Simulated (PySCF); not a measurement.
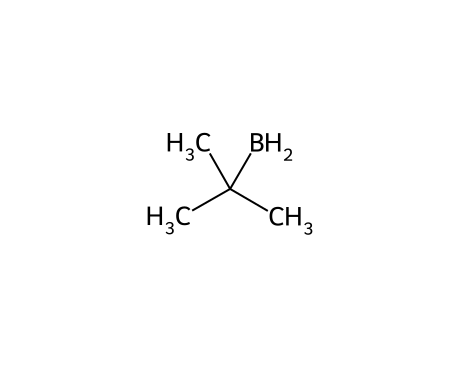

Figure made from data computed with PySCF.

A structural formula.

Give its SMILES.

BC(C)(C)C

What is the molecular formula?

C4H11B.

An optimisation with PBE0-D3(BJ)/def2-SVP gave a structure of which point group?

Cs.
